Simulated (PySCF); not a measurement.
**CoFOH: relaxation and vibrations of the doublet**

Aim: relax CoFOH as a doublet from a linear start, check by its vibrations whether the end is a minimum, and collect its spectrum and constants.

The runs use PySCF 2.14.0; PBE0, basis Co def2-TZVP, F def2-TZVP, O def2-TZVP, H def2-TZVP, no relativity, density fitting.

## 1. The starting structure

4 atoms, charge 0, spin multiplicity 2.

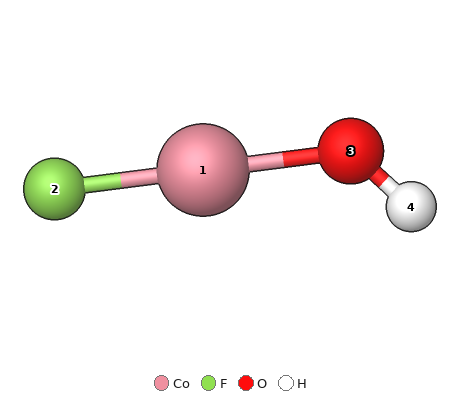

Start geometry, drawn with cobalt pink, fluorine green, oxygen red, hydrogen white; atoms are numbered from 1 in the order of the file.

Coordinates in bohr (charge 0 multiplicity 2):
```
Co    0.0000    0.0000    0.0000
F     0.0000    0.0000    3.3070
O     0.0000    0.0000   -3.2881
H     1.3897    0.0000   -4.4543
```

## 2. First SCF at the start

The steps below are one call of a driver around PySCF. For each, scf.py gives the equivalent set-up of the SCF; relaxations use the driver's own optimiser. After this first run the driver tries any further starts and a stability analysis.

File scf.py:

```python
from pyscf import gto, scf, dft
mol = gto.M(atom='''
Co     0.000000     0.000000     0.000000
F      0.000000     0.000000     1.750000
O      0.000000     0.000000    -1.740000
H      0.735400     0.000000    -2.357100''',
    basis={'Co': 'def2-TZVP', 'F': 'def2-TZVP', 'O': 'def2-TZVP', 'H': 'def2-TZVP'},
    charge=0, spin=1)
mf = dft.UKS(mol, xc='PBE0')
mf.grids.atom_grid = (50, 194)
aux = {'Co': 'def2-universal-JKFIT', 'F': 'def2-universal-JKFIT', 'O': 'def2-universal-JKFIT', 'H': 'def2-universal-JKFIT'}
mf = mf.density_fit(auxbasis=aux)
mf.conv_tol = 1e-08
mf.diis_space = 10
mf.max_cycle = 60
mf.init_guess = 'minao'
mf.verbose = 4
mf.kernel()
```

On the command line:

```console
OMP_NUM_THREADS=4 python axn.py task.json out
```

After this run come: Relaxing the doublet from the linear start; Vibrations and properties at this point.

Q: Predict the outcome of this session. Wanted: minimum; geometry; wavenumbers; dipole moment; highest occupied, lowest empty level; polar-tensor charge of Co1; zero-point energy; atomisation energy; ⟨S²⟩.

**Answer**, as computed:

```
                                          quantity                                                                  value
                                           minimum                                         broken-symmetry (Ms = 1/2), Cs
                                          geometry  Co–F 1.718 Å, Co–O 1.722 Å, O–H 0.956 Å; Co–O–H 129.6°, F–Co–O 179.4°
                                wavenumbers (cm⁻¹)           161 (a'), 165 (a''), 503 (a'), 648 (a'), 796 (a'), 3945 (a')
                                     dipole moment                                                                 2.30 D
highest occupied, lowest empty level (either spin)                                                        -8.25, -4.07 eV
                        polar-tensor charge of Co1                                                                +1.31 e
                                 zero-point energy                                                            37.2 kJ/mol
                               entropy at 298.15 K                                                        282.3 J/(mol K)
         atomisation energy (no zero-point energy)                                                            1175 kJ/mol
                                              ⟨S²⟩                                                                  1.742
```

What this shows: The linear start keeps its Cs symmetry and ends in a minimum. The determinant is spin-contaminated (⟨S²⟩ = 1.74 against 0.75), so it is no pure spin state. In the infrared the band at 796 cm⁻¹ (a') leads. The first SCF alone would have been 81 kJ/mol too high. Only this shape and spin were tried, so other structures or states may lie lower. Open d and f shells are described by one determinant, and the ground state may have another occupation or spin.
